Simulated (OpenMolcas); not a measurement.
**How basis sets differ on CH3BTe (SMILES B1C[Te]1)**

CH3BTe has 6 atoms, charge 0, and is taken as a singlet. SMILES: `B1C[Te]1`. The shape comes from GFN2-xTB, which is rough for such elements, and wasn't checked as a minimum.

Quantity: the HOMO–LUMO gap, in eV. The values are calculated.

```
                               level          kind     program  value (eV)  CPU time
                           HF/STO-3G  Hartree–Fock  OpenMolcas       12.35       2 s
                            HF/3-21G  Hartree–Fock  OpenMolcas       10.53     2.3 s
        HF/def2-SVP (core potential)  Hartree–Fock  OpenMolcas       10.45     4.4 s
HF/ANO-RCC-VDZP (DKH2, RICD fitting)  Hartree–Fock  OpenMolcas       10.62      13 s
       HF/def2-TZVP (core potential)  Hartree–Fock  OpenMolcas       10.26      24 s
```

All-electron rows without a relativistic Hamiltonian named are non-relativistic, while core potentials hold scalar relativity, so basis and relativity change together. The values span 10.26 to 12.35 eV. A Hartree–Fock LUMO above zero doesn't converge with the basis: it sinks as sets grow more diffuse. Orbital gaps aren't excitation energies. CPU times are rough (shared hosts, several kinds of processor): they show what a rung costs within a factor of a few.

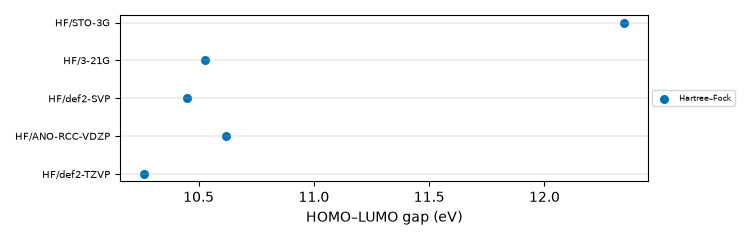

The values of the table, level by level.
